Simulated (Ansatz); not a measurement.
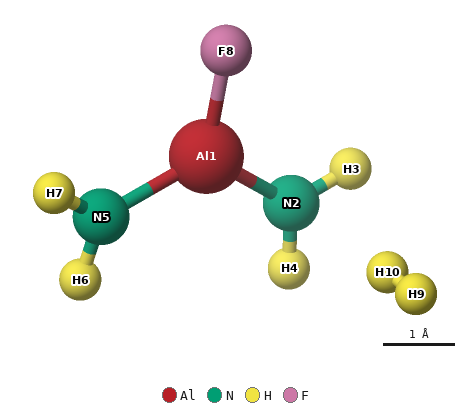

Figure 1. The input geometry (ball-and-stick view, seen at a tilt; atoms are numbered from 1 in the order of the input). Sticks mark near contacts. Bond lengths as drawn: Al–F 1.67 Å, Al–N 1.78 Å, H–H 0.76 Å and H–N 1.02 Å.

# Run report: AlN$_{2}$H$_{6}$F, nudged elastic band

System: AlN$_{2}$H$_{6}$F.
Method: RKS PBE-D4/6-31G* (Ansatz 0.2.0).

One setting was made poor on purpose. It belongs to a series of runs on one base structure; here: band between the two ends. Figures and captions count atoms from 1; the log counts them from 0 in places.

## Input
```yaml
crystal:
  periodic: [false, false, false]
  atoms:
    - { symbol: Al, position_ang: [0.17492, 0.378356, 0.087131] }
    - { symbol: "N", position_ang: [0.136289, 0.098348, 1.84842] }
    - { symbol: H, position_ang: [-0.71906, 0.044614, 2.398321] }
    - { symbol: H, position_ang: [0.951342, -0.069822, 2.434997] }
    - { symbol: "N", position_ang: [1.691665, 0.530484, -0.833432] }
    - { symbol: H, position_ang: [2.627924, 0.509739, -0.434761] }
    - { symbol: H, position_ang: [1.733935, 0.629562, -1.845816] }
    - { symbol: F, position_ang: [-1.277753, 0.522511, -0.726839] }
    - { symbol: H, position_ang: [-0.110122, -3.232914, 1.381904] }
    - { symbol: H, position_ang: [-0.068239, -2.483178, 1.461476] }
basis:
  gaussian: { orbitals: "6-31G*" }
hamiltonian:
  xc: pbe
  dispersion: d4
neb:
  order_check: false
  images: 7
  f_tol: 0.2
  max_iterations: 60
  final_atoms:
    - { symbol: Al, position_ang: [0.14541042, -0.70439796, -0.10347746] }
    - { symbol: "N", position_ang: [0.06737427, -0.35822729, 1.93589039] }
    - { symbol: H, position_ang: [-0.73108238, 0.22885426, 2.20740624] }
    - { symbol: H, position_ang: [0.93944472, 0.15069279, 2.13689635] }
    - { symbol: "N", position_ang: [1.69785458, 0.204945, -0.44599468] }
    - { symbol: H, position_ang: [2.42112688, -0.29094581, -0.97245766] }
    - { symbol: H, position_ang: [1.6589715, 1.1607362, -0.80965873] }
    - { symbol: F, position_ang: [-1.31570457, 0.06259259, -0.49327721] }
    - { symbol: H, position_ang: [0.20904178, -2.31277688, -0.18738887] }
    - { symbol: H, position_ang: [0.0484638, -1.21377289, 2.50346263] }
  initial_path:
    images:
      - { positions_ang: [[0.17492, 0.378356, 0.087131], [0.136289, 0.098348, 1.84842], [-0.71906, 0.044614, 2.398321], [0.951342, -0.069822, 2.434997], [1.691665, 0.530484, -0.833432], [2.627924, 0.509739, -0.434761], [1.733935, 0.629562, -1.845816], [-1.277753, 0.522511, -0.726839], [-0.110122, -3.232914, 1.381904], [-0.068239, -2.483178, 1.461476]] }
      - { positions_ang: [[0.13451619, 0.29457505, 0.06861917], [0.09189553, 0.0409099, 1.95523941], [-0.77182861, -0.07731815, 2.4892217], [0.91902488, -0.02767713, 2.53775339], [1.69340015, 0.42734344, -0.8509801], [2.51426547, 0.18789125, -0.62955009], [1.83905098, 0.7358541, -1.65921938], [-1.31567653, 0.41875966, -0.76125996], [0.01599504, -2.85413325, 1.15512038], [0.02025791, -2.21850487, 1.46645649]] }
      - { positions_ang: [[0.09411237, 0.2107941, 0.05010734], [0.04750207, -0.01652819, 2.06205883], [-0.82459723, -0.19925031, 2.58012239], [0.88670776, 0.01446774, 2.64050978], [1.69513531, 0.32420288, -0.86852821], [2.40060693, -0.1339565, -0.82433917], [1.94416696, 0.8421462, -1.47262276], [-1.35360007, 0.31500832, -0.79568092], [0.14211208, -2.47535251, 0.92833675], [0.10875482, -1.95383173, 1.47143697]] }
      - { positions_ang: [[0.05370856, 0.12701315, 0.03159551], [0.0031086, -0.07396629, 2.16887824], [-0.87736584, -0.32118246, 2.67102309], [0.85439065, 0.0566126, 2.74326617], [1.69687046, 0.22106232, -0.88607631], [2.2869484, -0.45580425, -1.01912826], [2.04928294, 0.94843831, -1.28602614], [-1.3915236, 0.21125698, -0.83010188], [0.26822911, -2.09657176, 0.70155313], [0.19725172, -1.6891586, 1.47641746]] }
      - { positions_ang: [[0.01330474, 0.04323221, 0.01308368], [-0.04128487, -0.13140439, 2.27569766], [-0.93013445, -0.44311461, 2.76192379], [0.82207353, 0.09875747, 2.84602255], [1.69860562, 0.11792176, -0.90362442], [2.17328987, -0.777652, -1.21391735], [2.15439891, 1.05473041, -1.09942951], [-1.42944713, 0.10750564, -0.86452284], [0.39434615, -1.71779101, 0.4747695], [0.28574863, -1.42448547, 1.48139794]] }
      - { positions_ang: [[0.04633116, -0.14367534, -0.01605661], [-0.01412008, -0.18811011, 2.19074584], [-0.88037143, -0.27512239, 2.6232944], [0.85141633, 0.1117413, 2.668741], [1.69841786, 0.13967757, -0.78921698], [2.23524912, -0.65597545, -1.15355243], [2.03054206, 1.08123186, -1.02698682], [-1.40101149, 0.09627737, -0.77171143], [0.34802006, -1.86653748, 0.30922991], [0.22642742, -1.37180732, 1.73691411]] }
      - { positions_ang: [[0.07935758, -0.33058288, -0.04519689], [0.0130447, -0.24481584, 2.10579403], [-0.83060842, -0.10713018, 2.48466501], [0.88075912, 0.12472513, 2.49145945], [1.6982301, 0.16143338, -0.67480955], [2.29720837, -0.53429891, -1.0931875], [1.90668521, 1.10773331, -0.95454412], [-1.37257585, 0.08504911, -0.67890002], [0.30169397, -2.01528395, 0.14369032], [0.16710622, -1.31912918, 1.99243028]] }
      - { positions_ang: [[0.112384, -0.51749042, -0.07433717], [0.04020948, -0.30152157, 2.02084221], [-0.7808454, 0.06086204, 2.34603562], [0.91010192, 0.13770896, 2.3141779], [1.69804234, 0.18318919, -0.56040211], [2.35916762, -0.41262236, -1.03282258], [1.78282835, 1.13423475, -0.88210143], [-1.34414021, 0.07382085, -0.58608862], [0.25536788, -2.16403041, -0.02184928], [0.10778501, -1.26645103, 2.24794645]] }
      - { positions_ang: [[0.14541042, -0.70439796, -0.10347746], [0.06737427, -0.35822729, 1.93589039], [-0.73108238, 0.22885426, 2.20740624], [0.93944472, 0.15069279, 2.13689635], [1.69785458, 0.204945, -0.44599468], [2.42112688, -0.29094581, -0.97245766], [1.6589715, 1.1607362, -0.80965873], [-1.31570457, 0.06259259, -0.49327721], [0.20904178, -2.31277688, -0.18738887], [0.0484638, -1.21377289, 2.50346263]] }
```

Run on 1 thread of Arm Neoverse V1, 24 GiB of memory available, shared host.

Run as:
```bash
ansatz run input.yaml --threads 1 --pin off --max-ram 2048MiB --backend cpu --events-out ev --progress --plain --runs-dir out
```

## Log
```
Engine: ansatz 0.2.0, aarch64-unknown-linux-gnu
Functional definition: PBE
  parameter kappa = 0.804
  parameter beta = 0.06672455060314922
  exchange = pbe_x(kappa = kappa, mu = beta*pi^2/3)
  correlation = pbe_c(beta = beta)
968 factors; their error is unknown
mean field evaluation 1: about -12366.2224 eV, gradient 9.5e1 eV
mean field evaluation 2: about -12310.4776 eV, gradient 1.7e2 eV
mean field evaluation 4: about -12383.1165 eV, gradient 2.0e1 eV
mean field evaluation 8: about -12383.7588 eV, gradient 1.2e-1 eV
mean field evaluation 16: about -12383.7258 eV, gradient 5.7e-5 eV
mean field -12383.72576138 eV, -455.0935277397 hartree, gradient 5.7e-5 eV, S^2 0.000000; 0 other end points of the search recorded, 0 dependent functions left out
the calculation of the forces begins
reference -12383.72580732 eV, -455.0935294282 hartree; 21, 21 occupied and 55, 55 virtual orbitals, 968 factors
968 factors; their error is unknown
mean field evaluation 32: about -12384.3894 eV, gradient 5.4e-4 eV
mean field -12384.38943404 eV, -455.1179172602 hartree, gradient 1.4e-5 eV, S^2 0.000000; 0 other end points of the search recorded, 0 dependent functions left out
[... from here on the field's lines of each further geometry are left out, up to the last ...]
NEB iter   1: max|band force component| = 1.551e1 eV/Å  barrier→ = 3.2473 eV  barrier← = 3.9198 eV  Δτ_max = 0.2000 Å  (235 SCF iters)
NEB iter   2: max|band force component| = 2.307e0 eV/Å  barrier→ = 1.0101 eV  barrier← = 1.6826 eV  Δτ_max = 0.2000 Å  (222 SCF iters)
NEB iter   3: max|band force component| = 4.339e0 eV/Å  barrier→ = 0.9480 eV  barrier← = 1.6206 eV  Δτ_max = 0.1000 Å  (207 SCF iters)
NEB iter   4: max|band force component| = 8.182e-1 eV/Å  barrier→ = 0.5797 eV  barrier← = 1.2522 eV  Δτ_max = 0.1991 Å  (192 SCF iters)
NEB iter   5: max|band force component| = 6.225e-1 eV/Å  barrier→ = 0.5812 eV  barrier← = 1.2537 eV  Δτ_max = 0.1063 Å  (195 SCF iters)
NEB iter   6: max|band force component| = 5.312e-1 eV/Å  barrier→ = 0.5658 eV  barrier← = 1.2383 eV  Δτ_max = 0.1003 Å  (192 SCF iters)
NEB iter   7: max|band force component| = 1.097e0 eV/Å  barrier→ = 0.5114 eV  barrier← = 1.1839 eV  CI = image 5  Δτ_max = 0.1981 Å  (191 SCF iters)
NEB iter   8: max|band force component| = 7.114e-1 eV/Å  barrier→ = 0.7292 eV  barrier← = 1.4017 eV  CI = image 5  Δτ_max = 0.1986 Å  (190 SCF iters)
NEB iter   9: max|band force component| = 3.963e-1 eV/Å  barrier→ = 0.7018 eV  barrier← = 1.3743 eV  CI = image 5  Δτ_max = 0.1289 Å  (185 SCF iters)
NEB iter  10: max|band force component| = 4.616e-1 eV/Å  barrier→ = 0.6915 eV  barrier← = 1.3641 eV  CI = image 5  Δτ_max = 0.0647 Å  (190 SCF iters)
NEB iter  11: max|band force component| = 3.823e-1 eV/Å  barrier→ = 0.6896 eV  barrier← = 1.3621 eV  CI = image 5  Δτ_max = 0.0531 Å  (188 SCF iters)
the calculation of the forces begins
reference -12384.32916105 eV, -455.1157022687 hartree; 21, 21 occupied and 55, 55 virtual orbitals, 968 factors
968 factors; their error is unknown
mean field evaluation 832: about -12383.0266 eV, gradient 4.4e-4 eV
mean field -12383.02657444 eV, -455.0678330940 hartree, gradient 9.7e-6 eV, S^2 0.000000; 1 other end points of the search recorded, 0 dependent functions left out
the calculation of the forces begins
reference -12383.02662193 eV, -455.0678348391 hartree; 21, 21 occupied and 55, 55 virtual orbitals, 968 factors
NEB iter  12: max|band force component| = 5.715e-2 eV/Å  barrier→ = 0.6884 eV  barrier← = 1.3610 eV  CI = image 5  Δτ_max = 0.0000 Å  (379 SCF iters)
```

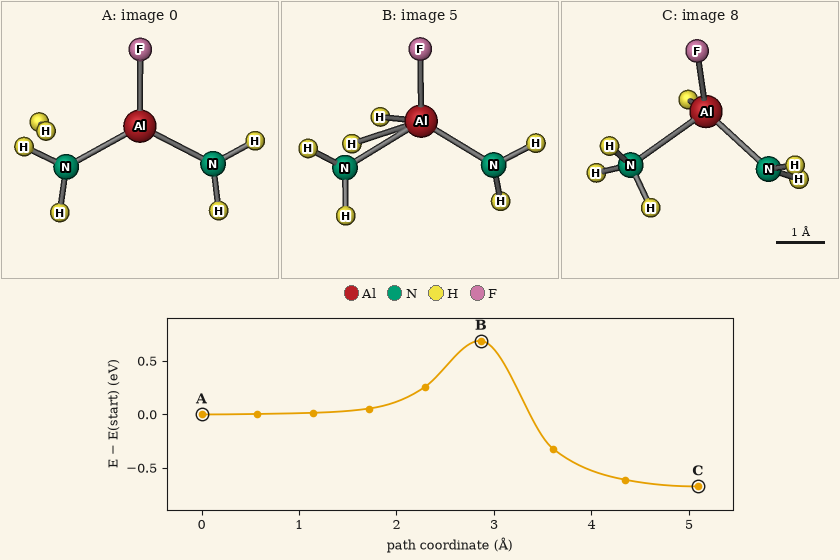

Figure 2. Images of the last band (counted from 0; ball-and-stick, seen at a tilt) above the energy along the path; the line is a cubic interpolation that uses the forces. The highest image is number 5, 0.688 eV above the start and 1.361 eV above the end (the climbing image); the end lies 0.673 eV below the start. The path is 5.09 Å long. The band converged in 12 iterations.

```
Total energy: -12383.18045968 eV, -455.0734882719 hartree
Atom 0 at     0.137633    -0.183447     0.111913 Å, force    -0.007113    -0.027068    -0.013374 eV/Å
Atom 1 at     0.087925    -0.309800     2.015306 Å, force     0.029130    -0.001563     0.002261 eV/Å
Atom 2 at    -0.774133    -0.100395     2.529591 Å, force     0.005040    -0.006248    -0.011268 eV/Å
Atom 3 at     0.899175    -0.049836     2.586425 Å, force    -0.013032    -0.007258    -0.003089 eV/Å
Atom 4 at     1.684792     0.326772    -0.642381 Å, force     0.050473    -0.020168    -0.016991 eV/Å
Atom 5 at     2.566270    -0.159370    -0.471148 Å, force    -0.020910     0.025050     0.009530 eV/Å
Atom 6 at     1.697655     0.704139    -1.591228 Å, force    -0.021549    -0.005476     0.021151 eV/Å
Atom 7 at    -1.318314     0.280493    -0.572043 Å, force    -0.011175     0.008725     0.003834 eV/Å
Atom 8 at     0.072602    -2.014642     0.444022 Å, force     0.008874    -0.003505    -0.031495 eV/Å
Atom 9 at     0.087295    -1.566215     1.360943 Å, force    -0.019737     0.037512     0.039442 eV/Å
Dipole moment:     0.383590    -0.056428     0.440485 e Å
this run last wrote the band of iteration 12 to [file]
```

## The last band as extended XYZ (Å, eV, eV/Å)
```
10
Properties=species:S:1:pos:R:3:forces:R:3 image=0 energy=-12383.86884
Al    0.1749    0.3784    0.0871   -0.0069   0.0101  -0.0011
N     0.1363    0.0983    1.8484    0.0005  -0.0067   0.0015
H    -0.7191    0.0446    2.3983    0.0030   0.0008  -0.0018
H     0.9513   -0.0698    2.4350   -0.0032   0.0003  -0.0009
N     1.6917    0.5305   -0.8334   -0.0012  -0.0023  -0.0070
H     2.6279    0.5097   -0.4348    0.0006  -0.0007   0.0003
H     1.7339    0.6296   -1.8458    0.0019   0.0009   0.0051
F    -1.2778    0.5225   -0.7268    0.0048  -0.0050   0.0030
H    -0.1101   -3.2329    1.3819   -0.0028   0.0048  -0.0002
H    -0.0682   -2.4832    1.4615    0.0033  -0.0021   0.0010
10
Properties=species:S:1:pos:R:3:forces:R:3 image=1 energy=-12383.86417
Al    0.1369    0.3777    0.1493   -0.0048  -0.0556  -0.0290
N     0.0934    0.1529    1.9172   -0.0113   0.0122   0.0087
H    -0.7624    0.1585    2.4687    0.0092  -0.0052   0.0129
H     0.9077    0.0194    2.5131   -0.0025  -0.0005   0.0099
N     1.6542    0.4300   -0.7798    0.0292   0.0091  -0.0227
H     2.5889    0.3338   -0.3902    0.0187   0.0070   0.0484
H     1.7008    0.4780   -1.7949   -0.0336   0.0114  -0.0381
F    -1.3144    0.5221   -0.6669   -0.0006   0.0255  -0.0007
H     0.0866   -3.1299    1.0571   -0.0074   0.0062   0.0107
H     0.0490   -2.4149    1.2979    0.0031  -0.0101   0.0000
10
Properties=species:S:1:pos:R:3:forces:R:3 image=2 energy=-12383.85333
Al    0.1262    0.2992    0.2198   -0.0113  -0.0033  -0.0091
N     0.0885    0.1620    1.9981    0.0154   0.0040   0.0160
H    -0.7668    0.1475    2.5503   -0.0015   0.0006  -0.0057
H     0.9067    0.1712    2.6040   -0.0027  -0.0055  -0.0024
N     1.6415    0.3749   -0.7131    0.0175  -0.0003  -0.0211
H     2.5750    0.2455   -0.3279   -0.0070   0.0198   0.0047
H     1.6792    0.4299   -1.7292   -0.0055   0.0000   0.0114
F    -1.3294    0.3756   -0.5989    0.0033   0.0125  -0.0062
H     0.1255   -2.9335    0.6479   -0.0072  -0.0120   0.0178
H     0.0945   -2.3446    1.1203   -0.0010  -0.0157  -0.0055
10
Properties=species:S:1:pos:R:3:forces:R:3 image=3 energy=-12383.81357
Al    0.1361    0.1946    0.2676    0.0060   0.0416   0.0089
N     0.0939    0.0590    2.0497    0.0100   0.0480   0.0017
H    -0.7692    0.0053    2.5876    0.0055   0.0112   0.0090
H     0.8921    0.2061    2.6642    0.0000   0.0233   0.0100
N     1.6506    0.3249   -0.6626    0.0231  -0.0114  -0.0262
H     2.5780    0.0669   -0.3310   -0.0137   0.0438   0.0390
H     1.6766    0.5223   -1.6613   -0.0158  -0.0199  -0.0027
F    -1.3157    0.2578   -0.5601    0.0002   0.0230   0.0073
H     0.0971   -2.5614    0.3904   -0.0095  -0.0842  -0.0092
H     0.1015   -2.1478    1.0269   -0.0058  -0.0753  -0.0379
10
Properties=species:S:1:pos:R:3:forces:R:3 image=4 energy=-12383.61089
Al    0.1450    0.0463    0.2448    0.0243   0.2840   0.1397
N     0.0910   -0.1273    2.0421    0.0279   0.2314   0.0890
H    -0.7775   -0.0710    2.5727    0.0010   0.0518   0.0388
H     0.8925    0.0438    2.6469   -0.0010   0.1211   0.0531
N     1.6713    0.2988   -0.6470    0.0086  -0.0760  -0.0268
H     2.5754   -0.1120   -0.4208   -0.0037   0.0409   0.0693
H     1.6919    0.6723   -1.5949   -0.0391  -0.0485  -0.0176
F    -1.3031    0.2617   -0.5647    0.0049  -0.0312   0.0145
H     0.0721   -2.2164    0.3950   -0.0117  -0.2380  -0.0494
H     0.0823   -1.8686    1.0972   -0.0112  -0.3355  -0.3105
10
Properties=species:S:1:pos:R:3:forces:R:3 image=5 energy=-12383.18041
Al    0.1376   -0.1834    0.1119   -0.0071  -0.0271  -0.0134
N     0.0879   -0.3098    2.0153    0.0291  -0.0016   0.0023
H    -0.7741   -0.1004    2.5296    0.0050  -0.0062  -0.0113
H     0.8992   -0.0498    2.5864   -0.0130  -0.0073  -0.0031
N     1.6848    0.3268   -0.6424    0.0505  -0.0202  -0.0170
H     2.5663   -0.1594   -0.4711   -0.0209   0.0250   0.0095
H     1.6977    0.7041   -1.5912   -0.0215  -0.0055   0.0212
F    -1.3183    0.2805   -0.5720   -0.0112   0.0087   0.0038
H     0.0726   -2.0146    0.4440    0.0089  -0.0035  -0.0315
H     0.0873   -1.5662    1.3609   -0.0197   0.0375   0.0394
10
Properties=species:S:1:pos:R:3:forces:R:3 image=6 energy=-12384.19046
Al    0.1349   -0.4210   -0.0611    0.0104  -0.2526  -0.1994
N     0.0877   -0.3668    1.9966   -0.0043  -0.0831  -0.0078
H    -0.7749   -0.0704    2.4702    0.0049   0.0174  -0.0738
H     0.8989   -0.0181    2.5220    0.0023  -0.0094  -0.0698
N     1.6793    0.3560   -0.6224    0.0152   0.0292   0.0164
H     2.5500   -0.1722   -0.5227   -0.0182  -0.0226  -0.0438
H     1.6913    0.7869   -1.5500    0.0017   0.1042   0.0728
F    -1.3119    0.2902   -0.5519    0.0041   0.0598   0.0282
H     0.0798   -2.0536    0.1543   -0.0192  -0.0166  -0.3357
H     0.1060   -1.4033    1.9363    0.0030   0.1736   0.6128
10
Properties=species:S:1:pos:R:3:forces:R:3 image=7 energy=-12384.47947
Al    0.1411   -0.5806   -0.0965    0.0077  -0.0328  -0.0118
N     0.0824   -0.3909    1.9681   -0.0043  -0.0078   0.0138
H    -0.7739    0.0547    2.3208    0.0045   0.0300  -0.0456
H     0.8933    0.1325    2.3215   -0.0014   0.0271  -0.0546
N     1.6827    0.2915   -0.5425    0.0169  -0.0124   0.0037
H     2.5246   -0.2685   -0.6976   -0.0158  -0.0286  -0.0397
H     1.6560    1.0046   -1.2753   -0.0122   0.0527   0.0861
F    -1.2919    0.2298   -0.4863    0.0039  -0.0064   0.0155
H     0.1071   -2.1982   -0.0814   -0.0019  -0.0320  -0.0699
H     0.1195   -1.3471    2.3405    0.0025   0.0102   0.1024
10
Properties=species:S:1:pos:R:3:forces:R:3 image=8 energy=-12384.54137
Al    0.1454   -0.7044   -0.1035   -0.0122   0.0197  -0.0030
N     0.0674   -0.3582    1.9359    0.0052   0.0115   0.0288
H    -0.7311    0.2289    2.2074    0.0082  -0.0091  -0.0040
H     0.9394    0.1507    2.1369   -0.0219  -0.0174  -0.0105
N     1.6979    0.2049   -0.4460   -0.0029  -0.0010  -0.0059
H     2.4211   -0.2909   -0.9725    0.0035   0.0028  -0.0034
H     1.6590    1.1607   -0.8097    0.0038  -0.0055   0.0019
F    -1.3157    0.0626   -0.4933    0.0151  -0.0143   0.0009
H     0.2090   -2.3128   -0.1874   -0.0022   0.0043   0.0035
H     0.0485   -1.2138    2.5035    0.0033   0.0088  -0.0083
```

## Summary

```json
{"quantity": "outcome", "value": "converged"}
{"quantity": "barrier, forward", "value": "0.688 eV"}
{"quantity": "barrier, backward", "value": "1.361 eV"}
{"quantity": "wall time", "value": "3.5 min"}
{"quantity": "peak memory", "value": "0.12 GiB"}
```

## Remarks

A deliberately poor setting: loose force. The order of the saddle point was not checked.
